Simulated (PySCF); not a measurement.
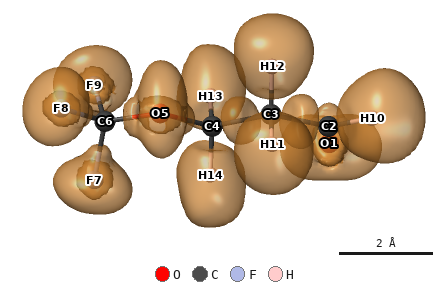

Figure. C4H5F3O2 (SMILES O=CCCOC(F)(F)F). Isosurface of the ELF at 0.75 (orange), seen from one side. Only the valence region is drawn (cores and ρ < 0.01 e/Å³ removed).

Geometry: GFN2-xTB.

The calculation used PBE0/pcSseg-1, SCF density, gas phase, non-relativistic in PySCF.

```yaml
atoms:
  - { symbol: O, position_ang: [2.5620, -1.3220, 0.0261] }
  - { symbol: C, position_ang: [2.4812, -0.1310, 0.1004] }
  - { symbol: C, position_ang: [1.1994, 0.6516, 0.1647] }
  - { symbol: C, position_ang: [-0.0211, -0.2552, 0.1245] }
  - { symbol: O, position_ang: [-1.1865, 0.5910, 0.1902] }
  - { symbol: C, position_ang: [-2.3427, -0.0381, 0.1663] }
  - { symbol: F, position_ang: [-2.5134, -0.9011, 1.1857] }
  - { symbol: F, position_ang: [-3.3320, 0.8427, 0.2338] }
  - { symbol: F, position_ang: [-2.5402, -0.7696, -0.9468] }
  - { symbol: H, position_ang: [3.3817, 0.5114, 0.1294] }
  - { symbol: H, position_ang: [1.1954, 1.2452, 1.0816] }
  - { symbol: H, position_ang: [1.1730, 1.3545, -0.6709] }
  - { symbol: H, position_ang: [-0.0403, -0.8364, -0.8033] }
  - { symbol: H, position_ang: [-0.0171, -0.9433, 0.9762] }
```

What do the ELF domains correspond to?

Answer. The surface consists of two regions between bonded C–C atoms (shared pairs), five regions around hydrogen nuclei, three regions on F in which the atom's valence shell and bonds are merged and two regions on O in which the atom's valence shell and bonds are merged. Along the contacts the grid gives the following. C–O (1.20 Å): the ELF peaks at about 0.85 between the atoms; a short, multiple covalent bond. C–F (1.33 Å): the ELF peaks at about 0.85 between the atoms; a shared but strongly polarised pair.
